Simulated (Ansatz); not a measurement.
# Ba2NaCu: relaxing a made-up structure

This structure for Ba2NaCu is made up. Its elements were placed in a known structure type with a cell scaled to their sizes. What cell does the guess relax to, and how far off was it?

Calculated with Ansatz 0.2.0; DFT, PBE, plane-wave PAW, files of the set soft_1, scalar-relativistic, ferromagnetic start, cell and ions relaxed at zero pressure; PAW set soft_1, in the first sound run; inputs show where later runs differ.

## Step 1: The starting structure

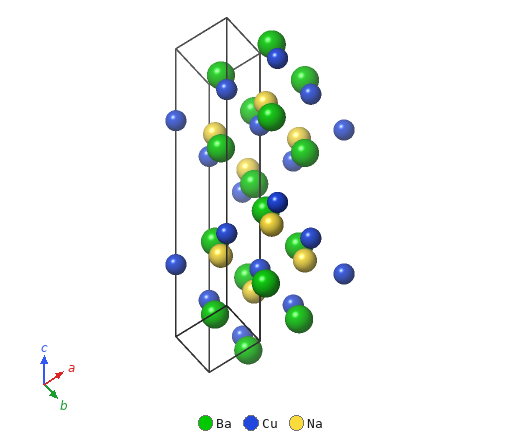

Start, viewed from a free direction; barium green, copper blue, sodium yellow. 2×2×1 cells are drawn. Some periodic images of atoms are drawn too.

## Step 2: Relaxing cell and atoms

The guessed cell has no reason to be at equilibrium. It is relaxed with the atoms, within the space group of the guess.

The input, input.yaml:

```yaml
crystal:
  lattice:
    - [4.653, 0.0, 0.0]
    - [-2.3265, 4.029616204, 0.0]
    - [0.0, 0.0, 17.815]
  atoms:
    - { symbol: Ba, position: [0.333333333, 0.666666667, 0.1236] }
    - { symbol: Ba, position: [0.666666667, 0.333333333, 0.6236] }
    - { symbol: Ba, position: [0.666666667, 0.333333333, 0.8764] }
    - { symbol: Ba, position: [0.333333333, 0.666666667, 0.3764] }
    - { symbol: Cu, position: [0.0, 0.0, 0.25], spin: 0.6 }
    - { symbol: Cu, position: [0.0, 0.0, 0.75], spin: 0.6 }
    - { symbol: Na, position: [0.333333333, 0.666666667, 0.75] }
    - { symbol: Na, position: [0.666666667, 0.333333333, 0.25] }
magnetization:
  spin_polarized: true
kpoints:
  mp_grid: { grid: [7, 7, 2] }
scf:
  occupations: { method: fermi_dirac, width: 0.05 }
hamiltonian:
  xc: pbe
  pseudopotentials: { kind: paw, azcp: { folder: soft_1 } }
relax:
  f_tol: 0.015
  max_steps: 70
  cell: {}
output:
  forces: true
  stress: true
```

Command:

```sh
$ ansatz run input.yaml --threads 4 --pin off --max-ram 10240MiB --backend cpu --events-out ev --progress --plain --runs-dir out
```

Numbers of over 12 decimals in the logs are rounded to 6 here.

Output:

```text
Engine: ansatz 0.2.0, x86_64-unknown-linux-gnu
Pseudopotentials: kind: paw
Pseudopotential: Ba, paw, valence charge 10, recommended cutoff 420 eV (normal), soft_1/Ba.paw.azcp
Pseudopotential: Cu, paw, valence charge 19, recommended cutoff 420 eV (normal), soft_1/Cu.paw.azcp
Pseudopotential: Na, paw, valence charge 9, recommended cutoff 420 eV (normal), soft_1/Na.paw.azcp
Functional definition: PBE
  parameter kappa = 0.804
  parameter beta = 0.066725
  exchange = pbe_x(kappa = kappa, mu = beta*pi^2/3)
  correlation = pbe_c(beta = beta)
Crystal: 8 atoms, lattice volume = 334.028 Å³
Basis set: ecut = 420 eV, 6521 PW (Γ), exchange–correlation on 64×64×240 points (8 copies of the dense FFT grid, shifted against one another)
Bands: 59, of which v1, the nominal top of the filled ones, is band 48 counted from 1 (47 counted from 0)
Symmetry: 24 space group operations
Space group: P63/mmc (ITA 194), of the structure as read, at distance tolerance 6.9e-5 Å
Magnetic group: BNS 194.263 (UNI 1493), of the structure as read, at distance tolerance 6.9e-5 Å
k-points: 16 of 98
Non-local potential: Ba, projectors of the file, l = 0: 3, l = 1: 2, l = 2: 2, l = 3: 2
Non-local potential: Cu, projectors of the file, l = 0: 3, l = 1: 2, l = 2: 3, l = 3: 1
Non-local potential: Na, projectors of the file, l = 0: 3, l = 1: 2, l = 2: 1
PAW form: soft (Blöchl's): semilocal exchange-correlation on the pseudo side does not see the compensation charge
PAW one-centre angular grid: Ba, 194 points (default); XC on 64 Gauss nodes
PAW one-centre angular grid: Cu, 590 points (default); XC on 64 Gauss nodes
PAW one-centre angular grid: Na, 110 points (default); XC on 64 Gauss nodes
Initial density: superposition of atomic densities (chi_scale 0.1, normalization cell, long waves kept (reshape's long-wave potential 0.13 eV rms))
Starting moments: Σ|m| = 1.2 μB on 2 of 8 sites
Initial wavefunctions: pseudopotential atomic-orbital guess
Functional: x = pbe(κ = 0.804, μ = 0.219515), c = pbe(β = 0.066725)
SCF iter   1: F=—  HF=-40055.310626 eV  |F-HF|=—  |Δ(HF+E_count)|=         —  Δρ=3.60e-1 (↑3.60e-1 ↓3.38e-1)  dr2=1.64e3  dr2_m=3.81e-1  M=0.641 μB ∫|m|=1.008 μB  β_m=0.30  ethr=3.10e-3  ⟨swp⟩=11.9  Hψ=9509  notcnv=0
preconditioner: auto → Kerker (q_TF=auto, 2.216 Å⁻¹)  [metal: Δε(μ)=0.010 eV  Ē_g=2.253 eV  σ=0.050 eV  W_gap=0.05  n_scr=66 (ndim 8)  ℏωp=11.5 eV  f_vac=0.000  D(μ)=10.40/eV (n_scr^D=78)]
spin=Collinear: Kerker preconditioning applied to the charge; magnetization (m = ρ↑ − ρ↓) channel mixes plain (no charge-response kernel on spin).
SCF iter   2: F=—  HF=-40123.404366 eV  |F-HF|=—  |Δ(HF+E_count)|=    6.81e1  Δρ=1.86e-1 (↑1.47e-1 ↓1.86e-1)  dr2=2.19e2  dr2_m=1.24e0  M=0.263 μB ∫|m|=0.269 μB  β_m=0.30  ethr=3.10e-3  ⟨swp⟩=7.1  Hψ=10405  notcnv=0  defer=1
SCF iter   3: F=—  HF=-40044.221716 eV  |F-HF|=—  |Δ(HF+E_count)|=    7.92e1  Δρ=1.17e-1 (↑9.01e-2 ↓1.17e-1)  dr2=9.42e1  dr2_m=5.63e-1  M=0.145 μB ∫|m|=0.162 μB  β_m=0.30  ethr=3.10e-3  ⟨swp⟩=4.1  Hψ=6312  notcnv=0  defer=51
SCF iter   4: F=—  HF=-40022.165364 eV  |F-HF|=—  |Δ(HF+E_count)|=    2.21e1  Δρ=2.29e-2 (↑7.16e-3 ↓2.29e-2)  dr2=6.90e0  dr2_m=2.48e-1  M=0.055 μB ∫|m|=0.093 μB  β_m=0.30  ethr=3.10e-3  ⟨swp⟩=5.6  Hψ=6955  notcnv=0  defer=14
SCF iter   5: F=—  HF=-40023.052159 eV  |F-HF|=—  |Δ(HF+E_count)|=   8.87e-1  Δρ=4.36e-2 (↑3.02e-2 ↓4.36e-2)  dr2=1.74e1  dr2_m=1.41e-1  M=0.043 μB ∫|m|=0.073 μB  β_m=0.30  ethr=3.10e-3  ⟨swp⟩=2.4  Hψ=4069  notcnv=0  defer=8
SCF iter   6: F=—  HF=-40021.218601 eV  |F-HF|=—  |Δ(HF+E_count)|=    1.83e0  Δρ=1.12e-2 (↑1.12e-2 ↓4.61e-3)  dr2=1.02e0  dr2_m=6.43e-2  M=0.023 μB ∫|m|=0.057 μB  β_m=0.30  ethr=3.10e-3  ⟨swp⟩=4.2  Hψ=4698  notcnv=0  defer=8
SCF iter   7: F=—  HF=-40020.715966 eV  |F-HF|=—  |Δ(HF+E_count)|=   5.03e-1  Δρ=5.42e-3 (↑5.42e-3 ↓2.48e-3)  dr2=1.60e-1  dr2_m=3.60e-2  M=0.015 μB ∫|m|=0.045 μB  β_m=0.30  ethr=1.06e-3  ⟨swp⟩=3.2  Hψ=4247  notcnv=0  defer=8
SCF iter   8: F=—  HF=-40020.969888 eV  |F-HF|=—  |Δ(HF+E_count)|=   2.54e-1  Δρ=1.92e-2 (↑1.92e-2 ↓1.46e-2)  dr2=2.45e0  dr2_m=1.72e-2  M=0.012 μB ∫|m|=0.044 μB  β_m=0.30  ethr=1.67e-4  ⟨swp⟩=4.1  Hψ=4823  notcnv=0  defer=9
SCF iter   9: F=—  HF=-40020.895520 eV  |F-HF|=—  |Δ(HF+E_count)|=   7.44e-2  Δρ=1.01e-2 (↑1.01e-2 ↓6.44e-3)  dr2=6.72e-1  dr2_m=1.06e-2  M=0.007 μB ∫|m|=0.032 μB  β_m=0.30  ethr=1.67e-4  ⟨swp⟩=2.2  Hψ=4075  notcnv=0  defer=8
SCF iter  10: F=—  HF=-40020.875667 eV  |F-HF|=—  |Δ(HF+E_count)|=   1.99e-2  Δρ=8.67e-3 (↑8.67e-3 ↓5.90e-3)  dr2=5.39e-1  dr2_m=5.98e-3  M=0.004 μB ∫|m|=0.026 μB  β_m=0.30  ethr=1.67e-4  ⟨swp⟩=2.2  Hψ=2715  notcnv=0  defer=8
Mixer restart at iter 10: flushing history
spin-set hold released at iteration 10 (site moments contracting): the magnetisation degrees of freedom join the quasi-Newton model from the next iteration; the mixer history was flushed
SCF iter  11: F=—  HF=-40020.817117 eV  |F-HF|=—  |Δ(HF+E_count)|=   5.86e-2  Δρ=3.95e-3 (↑1.87e-3 ↓3.95e-3)  dr2=4.82e-2  dr2_m=3.71e-3  M=0.002 μB ∫|m|=0.019 μB  β_m=0.26  ethr=1.67e-4  ⟨swp⟩=2.8  Hψ=4236  notcnv=0  defer=8
SCF iter  12: F=—  HF=-40020.804057 eV  |F-HF|=—  |Δ(HF+E_count)|=   1.31e-2  Δρ=1.07e-3 (↑9.87e-4 ↓1.07e-3)  dr2=3.34e-3  dr2_m=2.61e-3  M=0.002 μB ∫|m|=0.017 μB  β_m=0.43  ethr=5.03e-5  ⟨swp⟩=2.1  Hψ=3621  notcnv=0  defer=8
SCF iter  13: F=—  HF=-40020.805660 eV  |F-HF|=—  |Δ(HF+E_count)|=   1.60e-3  Δρ=7.94e-4 (↑2.28e-4 ↓7.94e-4)  dr2=1.01e-3  dr2_m=4.60e-4  M=-0.000 μB ∫|m|=0.010 μB  β_m=0.71  ethr=3.48e-6  ⟨swp⟩=2.6  Hψ=3505  notcnv=0  defer=8
SCF iter  14: F=—  HF=-40020.807448 eV  |F-HF|=—  |Δ(HF+E_count)|=   1.79e-3  Δρ=5.37e-4 (↑3.58e-4 ↓5.37e-4)  dr2=2.12e-3  dr2_m=2.49e-5  M=-0.000 μB ∫|m|=0.004 μB  β_m=0.83  ethr=1.05e-6  ⟨swp⟩=2.7  Hψ=2461  notcnv=0  defer=8
SCF iter  15: F=—  HF=-40020.807305 eV  |F-HF|=—  |Δ(HF+E_count)|=   1.43e-4  Δρ=2.08e-4 (↑1.65e-4 ↓2.08e-4)  dr2=4.89e-4  dr2_m=1.45e-6  M=-0.000 μB ∫|m|=0.002 μB  β_m=0.85  ethr=1.05e-6  ⟨swp⟩=2.1  Hψ=2228  notcnv=0  defer=8
SCF iter  16: F=—  HF=-40020.807237 eV  |F-HF|=—  |Δ(HF+E_count)|=   6.82e-5  Δρ=7.00e-6 (↑7.00e-6 ↓6.80e-6)  dr2=1.49e-6  dr2_m=4.87e-9  M=-0.000 μB ∫|m|=0.001 μB  β_m=0.92  ethr=5.09e-7  ⟨swp⟩=2.1  Hψ=2412  notcnv=0  defer=8
SCF iter  17: F=—  HF=-40020.807290 eV  |F-HF|=—  |Δ(HF+E_count)|=   5.36e-5  Δρ=4.26e-6 (↑3.56e-6 ↓4.26e-6)  dr2=4.03e-7  dr2_m=3.62e-9  M=-0.000 μB ∫|m|=0.001 μB  β_m=0.96  ethr=1.55e-9  ⟨swp⟩=3.4  Hψ=3685  notcnv=0  defer=8
[...]
SCF iter   6: F=—  HF=-40021.155019 eV  |F-HF|=—  |Δ(HF+E_count)|=   8.29e-6  Δρ=4.82e-6 (↑4.82e-6 ↓4.82e-6)  dr2=4.09e-7  dr2_m=7.45e-14  M=0.000 μB ∫|m|=0.000 μB  β_m=0.68  ethr=3.56e-9  ⟨swp⟩=2.0  Hψ=2213  notcnv=0
SCF iter   7: F=—  HF=-40021.155022 eV  |F-HF|=—  |Δ(HF+E_count)|=   2.43e-6  Δρ=2.02e-6 (↑2.02e-6 ↓2.02e-6)  dr2=1.61e-7  dr2_m=2.92e-14  M=0.000 μB ∫|m|=0.000 μB  β_m=0.84  ethr=4.26e-10  ⟨swp⟩=1.7  Hψ=1959  notcnv=0
SCF iter   8: F=—  HF=-40021.155022 eV  |F-HF|=—  |Δ(HF+E_count)|=   2.98e-9  Δρ=5.29e-7 (↑5.27e-7 ↓5.29e-7)  dr2=1.19e-8  dr2_m=2.03e-14  M=0.000 μB ∫|m|=0.000 μB  β_m=0.92  ethr=1.68e-10  ⟨swp⟩=1.9  Hψ=2270  notcnv=0
SCF iter   9: F=—  HF=-40021.155022 eV  |F-HF|=—  |Δ(HF+E_count)|=  4.22e-10  Δρ=4.66e-7 (↑4.65e-7 ↓4.66e-7)  dr2=9.33e-9  dr2_m=6.62e-15  M=0.000 μB ∫|m|=0.000 μB  β_m=0.88  ethr=1.24e-11  ⟨swp⟩=2.0  Hψ=2829  notcnv=0
SCF iter  10: F=—  HF=-40021.155022 eV  |F-HF|=—  |Δ(HF+E_count)|=  9.39e-10  Δρ=2.47e-7 (↑2.47e-7 ↓2.47e-7)  dr2=3.43e-9  dr2_m=2.59e-15  M=0.000 μB ∫|m|=0.000 μB  β_m=0.78  ethr=9.72e-12  ⟨swp⟩=1.0  Hψ=1888  notcnv=0
SCF iter  11: F=—  HF=-40021.155010 eV  |F-HF|=—  |Δ(HF+E_count)|=   1.17e-5  Δρ=9.72e-7 (↑9.72e-7 ↓9.71e-7)  dr2=2.96e-8  dr2_m=4.20e-15  M=0.000 μB ∫|m|=0.000 μB  β_m=0.78  ethr=3.58e-12  ⟨swp⟩=3.6  Hψ=4548  notcnv=0
SCF iter  12: F=—  HF=-40021.155010 eV  |F-HF|=—  |Δ(HF+E_count)|=  5.68e-10  Δρ=9.33e-7 (↑9.33e-7 ↓9.33e-7)  dr2=2.57e-8  dr2_m=3.14e-15  M=0.000 μB ∫|m|=0.000 μB  β_m=0.79  ethr=3.58e-12  ⟨swp⟩=1.0  Hψ=1888  notcnv=0
SCF iter  13: F=—  HF=-40021.155010 eV  |F-HF|=—  |Δ(HF+E_count)|=  2.33e-10  Δρ=9.07e-7 (↑9.07e-7 ↓9.05e-7)  dr2=2.33e-8  dr2_m=2.60e-14  M=0.000 μB ∫|m|=0.000 μB  β_m=0.88  ethr=3.58e-12  ⟨swp⟩=1.0  Hψ=1888  notcnv=0
SCF iter  14: F=—  HF=-40021.155010 eV  |F-HF|=—  |Δ(HF+E_count)|=  1.38e-10  Δρ=8.75e-7 (↑8.75e-7 ↓8.74e-7)  dr2=2.19e-8  dr2_m=1.89e-14  M=0.000 μB ∫|m|=0.000 μB  β_m=0.53  ethr=3.58e-12  ⟨swp⟩=1.0  Hψ=1888  notcnv=0
SCF iter  15: F=—  HF=-40021.155010 eV  |F-HF|=—  |Δ(HF+E_count)|=  7.28e-11  Δρ=8.72e-7 (↑8.72e-7 ↓8.70e-7)  dr2=2.16e-8  dr2_m=4.96e-14  M=0.000 μB ∫|m|=0.000 μB  β_m=0.32  ethr=3.58e-12  ⟨swp⟩=1.0  Hψ=1888  notcnv=0
SCF iter  16: F=—  HF=-40021.155010 eV  |F-HF|=—  |Δ(HF+E_count)|=  2.69e-10  Δρ=9.01e-7 (↑9.01e-7 ↓9.00e-7)  dr2=2.31e-8  dr2_m=2.36e-14  M=0.000 μB ∫|m|=0.000 μB  β_m=0.36  ethr=3.58e-12  ⟨swp⟩=1.0  Hψ=1888  notcnv=0
SCF iter  17: F=—  HF=-40021.155010 eV  |F-HF|=—  |Δ(HF+E_count)|=  1.24e-10  Δρ=9.15e-7 (↑9.15e-7 ↓9.14e-7)  dr2=2.39e-8  dr2_m=2.35e-14  M=0.000 μB ∫|m|=0.000 μB  β_m=0.22  ethr=3.58e-12  ⟨swp⟩=1.0  Hψ=1888  notcnv=0
SCF iter  18: F=—  HF=-40021.155010 eV  |F-HF|=—  |Δ(HF+E_count)|=   1.03e-9  Δρ=8.10e-7 (↑8.10e-7 ↓8.10e-7)  dr2=1.85e-8  dr2_m=5.74e-15  M=0.000 μB ∫|m|=0.000 μB  β_m=0.14  ethr=3.58e-12  ⟨swp⟩=1.0  Hψ=1888  notcnv=0
SCF iter  19: F=—  HF=-40021.155010 eV  |F-HF|=—  |Δ(HF+E_count)|=   2.74e-9  Δρ=1.08e-7 (↑1.08e-7 ↓1.08e-7)  dr2=1.16e-10  dr2_m=1.69e-12  M=-0.000 μB ∫|m|=0.000 μB  β_m=0.56  ethr=3.58e-12  ⟨swp⟩=2.2  Hψ=3225  notcnv=0
SCF iter  20: F=-40021.155010 eV  HF=-40021.155010 eV  |F-HF|=1.60e-10  |Δ(HF+E_count)|=  5.24e-10  Δρ=7.51e-8 (↑7.51e-8 ↓6.85e-8)  dr2=5.78e-11  dr2_m=3.89e-13  M=-0.000 μB ∫|m|=0.000 μB  ethr=1.00e-12  ⟨swp⟩=4.0  Hψ=5618  notcnv=0
the starting moments were not kept: the SCF closed with an absolute magnetisation of 6.7e-6 μB, where they sum to 1.2 μB in size (2 sites). That is at most 0.1 of that sum. Measured as dr2_m measures the in/out step, that magnetisation stands 5.9e-13 eV from none, at or under the dr2_threshold of 8.0e-11 eV: it is no larger than a step whose dr2_m would equal this threshold.
SCF 5 converged in 20 iterations: F = -40021.155010 eV  dr2 = 5.78e-11
relax step   5: F+E_penalty+E_count = -40021.15500994 eV  Δ(F+E_penalty+E_count) = -5.818e-4 eV  max|allowed force component| = 8.087e-3 eV/Å  Δτ_max = 0.0000 Å  P = +0.017 GPa  Ω = 348.899 Å³  stress off target by 2.93e-2 GPa  SCF on the basis re-selected at this cell (its energy is not comparable with the rows above)  (20 SCF iters)
basis re-selected at this cell: Δ(F+E_penalty+E_count) = -5.818e-4 eV, ΔP = -0.002 GPa vs the last step (what re-selecting the basis moved, of the pressure what is left beyond the Pulay correction that the steps carried, after the strain that the cell walked since its last selection, with what the two solves' SCF thresholds leave and, on support functions, any second-order correction that the steps lacked; it is no measure of the basis error at this ecutwfc). The dense FFT grid was sized anew with the basis: this SCF ran on 36×36×120 points, the steps before it on 32×32×120, so part of this shift can come from that change (see relax.cell in the input reference). [rest of the remark cut]
SCF converged after 20 iterations
Magnetization: -0.0000 μB (48.0000 up, 48.0000 down)
Absolute magnetization: 0.0000 μB (∫|ρ↑−ρ↓|, with the PAW one-centre terms)
Spin contamination: 0.0000 ħ² per cell (⟨S²⟩ above its minimum at these occupations)
Per-site moments (μB) at R_I (Å): [(1.0827176509390113e-8, 1.498917), (1.0827176196668513e-8, 1.498917), (1.0827176521407752e-8, 1.498917), (1.0827176449095831e-8, 1.498917), (2.472758386439836e-8, 1.172587), (2.472758389544829e-8, 1.172587), (3.3328908192255837e-8, 1.172587), (3.332890816999646e-8, 1.172587)]
Free energy (F): -40021.155010 eV
Harris-Foulkes:  -40021.155010 eV  (|F-HF|=1.60e-10)
Internal energy: -40021.108757 eV  (E = F + TS)
E sigma→0 (E₀):  -40021.131884 eV
Entropy (-TS):   -0.046253 eV (-5.782 meV/atom)
Fermi energy:    5.696712 eV
--- Per-component energies (eV) ---
  E_band       = -1875.589603
  E_kinetic    = 1381.175766
  E_local      = -21404.904805  (includes V_loc(G=0)·N_el)
  E_nonlocal   = 2725.392769
  E_hartree    = 9037.005723
  E_xc         = -992.806167
  E_vxc        = -769.730248  (∫ρ·V_xc dr)
  E_paw        = -25015.282318  (= ΣΔE_a)
  E_vpaw       = -1881.536611  (= ΣTr[D̂ρ^β])
  E_aug_tail   = 0.001967  (compensation charges beyond the density's cutoff)
  E_ewald      = -5751.691691
  E_smearing   = -0.046253  (= −TS)
  E_closure    = -0.000000  (closes the sum)
  Σ components = -40021.155010   (vs F -40021.155010, Δ=0.00e0)
--- Forces (eV/Å), atoms counted from 1 ---
  atom   1  Ba     0.00000000     0.00000000     0.00808657
  atom   2  Ba     0.00000000    -0.00000000     0.00808657
  atom   3  Ba     0.00000000    -0.00000000    -0.00808657
  atom   4  Ba     0.00000000     0.00000000    -0.00808657
  atom   5  Cu    -0.00000000    -0.00000000     0.00000000
  atom   6  Cu     0.00000000     0.00000000    -0.00000000
  atom   7  Na     0.00000000     0.00000000    -0.00000000
  atom   8  Na    -0.00000000    -0.00000000     0.00000000
  max |Σ_I F_I| component: 2.31e-17 eV/Å
--- Stress (GPa, compression-positive) ---
        0.010693       0.000000      -0.000000
        0.000000       0.010693      -0.000000
       -0.000000      -0.000000       0.029297
  P = ⅓ Tr σ = 0.0169 GPa (0.169 kbar)
--- Relaxed structure (4 steps of the walk, 4 accepted, 1 SCFs on fresh bases) ---
  F+E_penalty+E_count = -40021.15500994 eV   max|allowed force component| = 8.087e-3 eV/Å   (the final SCF, on the basis selected at the relaxed cell)
  cell:  # Å, volume = 348.8992 Å³
    - [4.923589, 0, 0]
    - [-2.461794, 4.263953, 0]
    - [0, 0, 16.619033]
  atoms:
    - { symbol: Ba, position: [0.333333, 0.666667, 0.113800] }
    - { symbol: Ba, position: [0.666667, 0.333333, 0.613800] }
    - { symbol: Ba, position: [0.666667, 0.333333, 0.886200] }
    - { symbol: Ba, position: [0.333333, 0.666667, 0.386200] }
    - { symbol: Cu, position: [0, 0, 0.25] }
    - { symbol: Cu, position: [0, 0, 0.75] }
    - { symbol: Na, position: [0.333333, 0.666667, 0.75] }
    - { symbol: Na, position: [0.666667, 0.333333, 0.25] }
```

Elapsed: 21 s, on 4 threads of AMD EPYC 9B45 (Zen 5), shared host; peak memory 1.2 GiB.

Step by step:

```
step  energy less that of the first step (eV)  largest force component (eV/Å)  pressure (GPa)  volume (Å³)
   1                                   0.0000                          0.3875            1.63       334.03
   2                                  -0.2690                          0.0952            0.91       332.04
   3                                  -0.3445                          0.0469            0.02       351.49
   4                                  -0.3471                          0.0080            0.02       348.90
  5*                                  -0.3477                          0.0081            0.02       348.90
```

Relaxation steps marked * repeat the geometry before them on a plane-wave basis chosen anew for their cell, so energy and pressure can jump there.

Forces are held to the 24 operations that the run works with; a distortion that breaks them can't arise in this run.

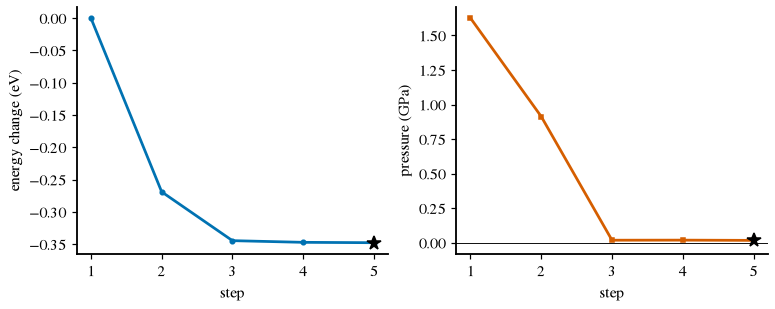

Energy and pressure along the relaxation. Stars mark steps on a basis chosen anew.

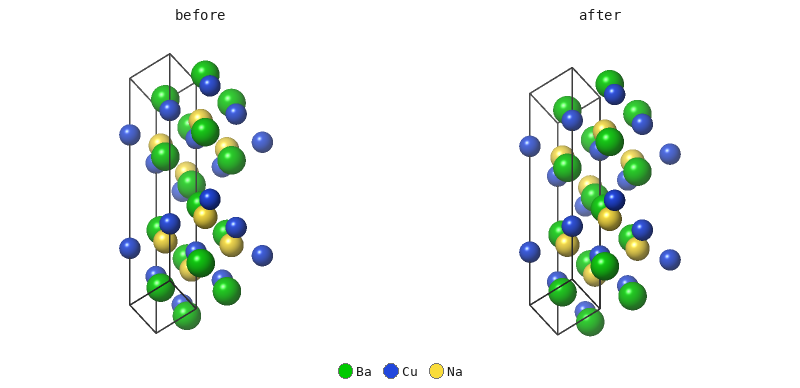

The structure before and after the relaxation, drawn at the same scale.

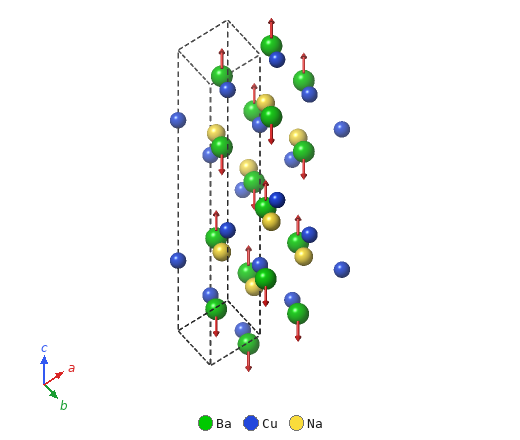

Displacements in the relaxation, exaggerated, measured against the changing cell; the longest in the cell stands for 0.16 Å. 2×2×1 cells are drawn. Some periodic images of atoms are drawn too.

```
conventional cell, symmetrised  before   after  change
                         a (Å)   4.653   4.924  +5.8 %
                         b (Å)   4.653   4.924  +5.8 %
                         c (Å)  17.815  16.619  -6.7 %
              volume (Å³/atom)   41.75   43.61  +4.5 %
```

The atoms that moved most (Å, as changes of fractional coordinates times the final cell):

```
atom     dx     dy      dz  length
 Ba2  0.000  0.000  -0.163   0.163
 Ba3  0.000  0.000   0.163   0.163
 Ba4  0.000  0.000   0.163   0.163
 Ba1  0.000  0.000  -0.163   0.163
```

Numbers from this step:

```yaml
free_energy: -40021.1550 eV
energy_at_zero_smearing: -40021.1319 eV
smearing_term_ts: 0.04625 eV
fermi_energy: 5.697 eV
electrons: 96
symmetry_operations: 24
pressure: 0.01689 GPa
```

The shortest distance of each pair, which need not be the same contact before and after:

```
 pair  guess (Å)  relaxed (Å)
Cu–Na      2.686        2.843
Ba–Cu      3.505        3.634
Ba–Na      3.505        3.634
Ba–Ba      4.504        4.527
Cu–Cu      4.653        4.924
```

The relaxation ends with a largest force component of 0.0081 eV/Å and a pressure of 0.02 GPa. The starting moments have collapsed: the run ends non-magnetic.

(Part 1 of 2 ends here.)

[Logs are printed without paths, hosts, clocks, repeated set-up lines and the standing remarks that a program may print on its own settings, such as how far it seeks lower states.]

[Hosts, paths, dates, database ids (printed as entryN), source tags and the programs' standing remarks are cut or masked in the printed files.]
